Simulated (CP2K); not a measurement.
# C2H3Al (ethynylalumane): GFN2-xTB

What is the energy change on altering one bond length of C2H3Al (ethynylalumane) at GFN2-xTB? 

The calculation is run with CP2K 2026.2.

7 further runs of the same task are left out: 6 that didn't finish, 1 set aside as unsound or not needed. Runs told in other sessions of the task aren't counted.

### 1 The molecule

C2H3Al has 6 atoms, charge 0, and is taken as a singlet. SMILES: `C#[C][AlH2]`. The coordinates come from a PBE0-D4/def2-TZVP relaxation.

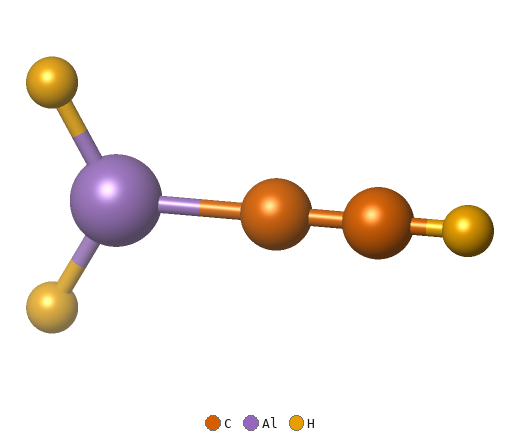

The structure, seen from a chosen angle (carbon orange, aluminium purple, hydrogen amber).

### 2 The energy at GFN2-xTB

Input file mol.inp:

```
&GLOBAL
  PROJECT_NAME mol
  RUN_TYPE ENERGY
  PRINT_LEVEL MEDIUM
&END

&FORCE_EVAL
  METHOD Quickstep
  &DFT
    CHARGE 0
    MULTIPLICITY 1
    &QS
      METHOD XTB
      EPS_DEFAULT 1.0E-10
      &XTB
        GFN_TYPE TBLITE
        &TBLITE
          METHOD GFN2
        &END
        CHECK_ATOMIC_CHARGES F
      &END
    &END
    &POISSON
      PERIODIC NONE
      POISSON_SOLVER ANALYTIC
    &END
    &SCF
      SCF_GUESS ATOMIC
      EPS_SCF 1.0E-06
      MAX_SCF 150
      ADDED_MOS 4
      &DIAGONALIZATION
        ALGORITHM STANDARD
      &END
      &MIXING
        METHOD DIRECT_P_MIXING
        ALPHA 0.4
      &END
      &SMEAR ON
        METHOD FERMI_DIRAC
        ELECTRONIC_TEMPERATURE [K] 300
      &END
    &END
    &PRINT
      &MOMENTS
        PERIODIC F
        REFERENCE COM
        MAX_MOMENT 1
      &END
      &MO ON
        ENERGIES T
        OCCUPATION_NUMBERS T
        NDIGITS 6
        &EACH
          QS_SCF 0
        &END
        ADD_LAST NUMERIC
      &END
      &HIRSHFELD OFF
      &END
    &END
  &END
  &SUBSYS
    &CELL
      ABC [angstrom] 14.6 16.4 14.6
      PERIODIC NONE
    &END
    &COORD
      C     -0.792800    -1.637600    -0.298100
      C     -0.266100    -0.564200    -0.106200
      Al     0.564800     1.124200     0.195000
      H     -1.257000    -2.583100    -0.467400
      H      1.356700     1.804700    -0.990500
      H      0.436600     1.792000     1.621000
    &END
    &TOPOLOGY
      &CENTER_COORDINATES
      &END
    &END
  &END
&END
```

Started as:

```sh
$ OMP_NUM_THREADS=1 cp2k.psmp -i mol.inp > mol.out 2>&1
```

Standard output, shortened:

```text
CP2K| version string:                                       CP2K version 2026.2
[...]
 GLOBAL| Method name                                                        CP2K
[...]
 GLOBAL| Run type                                                         ENERGY
[...]
                             - Atoms:                                          6
[...]
                             - Spherical basis functions:                     20
[...]
 Number of electrons:                                                         14
[...]
  *** SCF run converged in    15 steps ***
[...]
  Fermi energy:                                                -0.26133220928175
[...]
 TB_DIPOLE| Moment [Debye]         -0.25907851      -0.52737160      -0.09432010
 TB_DIPOLE| Derivative [a.u.]       0.00000000       0.00000000       0.00000000
[...]
 ENERGY| Total FORCE_EVAL ( QS ) energy [hartree]             -6.790886354068302
[...]
```

It took 0.22 s on 1 thread of Arm Neoverse V2, shared host.

### 3 The distorted shape at the same level

Input file run.inp:

```
&GLOBAL
   PROJECT run
   RUN_TYPE ENERGY
   PRINT_LEVEL MEDIUM
&END GLOBAL

&FORCE_EVAL
   METHOD QS
   &DFT
      &QS
         METHOD XTB
         EPS_DEFAULT 1.0E-10
         &XTB
            GFN_TYPE TBLITE
            &TBLITE
               METHOD GFN2
            &END TBLITE
            CHECK_ATOMIC_CHARGES F
         &END XTB
      &END QS
      &POISSON
         PERIODIC NONE
         POISSON_SOLVER ANALYTIC
      &END POISSON
      &SCF
         SCF_GUESS ATOMIC
         EPS_SCF 1.0E-06
         MAX_SCF 150
         ADDED_MOS 4
         &DIAGONALIZATION
            ALGORITHM STANDARD
         &END DIAGONALIZATION
         &MIXING
            METHOD DIRECT_P_MIXING
            ALPHA 0.4
         &END MIXING
         &SMEAR ON
            METHOD FERMI_DIRAC
            ELECTRONIC_TEMPERATURE [K] 300
         &END SMEAR
      &END SCF
      &PRINT
         &MOMENTS
            PERIODIC F
            REFERENCE COM
            MAX_MOMENT 1
         &END MOMENTS
         &MO ON
            ENERGIES T
            OCCUPATION_NUMBERS T
            NDIGITS 6
            &EACH
               QS_SCF 0
            &END EACH
            ADD_LAST NUMERIC
         &END MO
         &HIRSHFELD OFF
         &END HIRSHFELD
      &END PRINT
   &END DFT
   &SUBSYS
      &CELL
         ABC 15.2 17.7 14.6
         PERIODIC NONE
      &END CELL
      &COORD
         C     -1.424834    -2.925668    -0.528378
         C     -0.266100    -0.564200    -0.106200
         Al     0.564800     1.124200     0.195000
         H     -1.889034    -3.871168    -0.697678
         H      1.356700     1.804700    -0.990500
         H      0.436600     1.792000     1.621000
      &END COORD
      &TOPOLOGY
         &CENTER_COORDINATES
         &END CENTER_COORDINATES
      &END TOPOLOGY
   &END SUBSYS
&END FORCE_EVAL
```

Started as:

```sh
$ OMP_NUM_THREADS=1 cp2k.psmp -i run.inp -o run.out
```

Standard output, shortened:

```text
CP2K| version string:                                       CP2K version 2026.2
[...]
 GLOBAL| Method name                                                        CP2K
[...]
 GLOBAL| Run type                                                         ENERGY
[...]
                             - Atoms:                                          6
[...]
                             - Spherical basis functions:                     20
[...]
 Number of electrons:                                                         14
[...]
  *** SCF run converged in    56 steps ***
[...]
  Fermi energy:                                                -0.36238602407579
[...]
 TB_DIPOLE| Moment [Debye]          0.34816184       0.70763401       0.12608412
 TB_DIPOLE| Derivative [a.u.]       0.00000000       0.00000000       0.00000000
[...]
 ENERGY| Total FORCE_EVAL ( QS ) energy [hartree]             -6.362214313751341
[...]
```

It took 0.26 s on 1 thread of Arm Neoverse V2, shared host.

### 4 Summary of results

Level: GFN2-xTB.

| quantity | value |
| --- | --- |
| first shape: total energy | -6.79089 Eh |
| first shape: dipole moment (from atomic charges alone) | 0.60 D |
| first shape: HOMO energy | -11.23 eV |
| first shape: LUMO energy | -6.19 eV |
| first shape: HOMO–LUMO gap | 5.04 eV |
| first shape: dispersion energy | -6.20 kJ/mol |
| distorted shape: total energy | -6.36221 Eh |
| distorted shape: dipole moment (from atomic charges alone) | 0.80 D |
| distorted shape: HOMO energy | -9.92 eV |
| distorted shape: LUMO energy | -9.81 eV |
| distorted shape: HOMO–LUMO gap | 0.11 eV |
| distorted shape: dispersion energy | -5.09 kJ/mol |
| energy change with the C1–C2 bond stretched from 1.211 to 2.664 Å | 11.665 eV |

**Reading.** One bond (distorted shape) is far stretched, which a spin-restricted single reference describes badly. With the C1–C2 bond stretched from 1.211 to 2.664 Å the energy rises by 11.66 eV (1125 kJ/mol). The first shape isn't relaxed at this level, so the change isn't measured from a minimum. A restricted reference can't describe the breaking bond well at this length. The dipole (first shape) comes from point charges on the atoms alone, without atomic dipoles, so it is partial. The dipole (distorted shape) comes from point charges on the atoms alone, without atomic dipoles, so it is partial.
